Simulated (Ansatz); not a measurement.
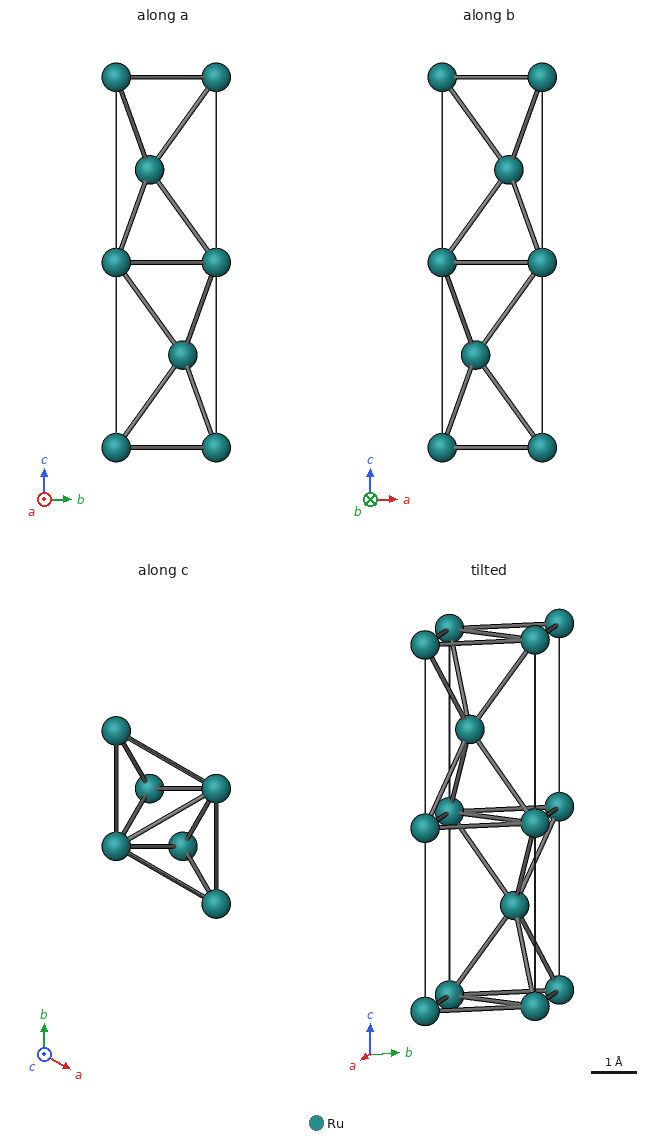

The structure above is drawn in ball-and-stick style and viewed along the a axis, along the b axis, along the c axis and slightly off an axis. Atoms at the boundary of the conventional unit cell (the box) are drawn once for each face, edge or corner they touch.

Lattice parameters: a = 2.618 Å, b = 2.618 Å, c = 8.399 Å, α = 90.00°, β = 90.00°, γ = 120.00°.

> Give the atomic positions as a table of Wyckoff sites.

Space group P6_3/mmc (No. 194).
```csv
atom,site,x,y,z
Ru,2a,0.0000,0.0000,0.0000
Ru,2c,0.3333,0.6667,0.2500
```

It goes back to a structure type filled with this element by a generator (whether the element takes this form wasn't checked). Earlier steps of the study may have refined or changed the cell and positions. A calculation with Ansatz used it as input.

At this level of theory the cell isn't at rest (compressed, at 34 GPa), so its distances can differ from those at equilibrium, the more so the softer the solid.
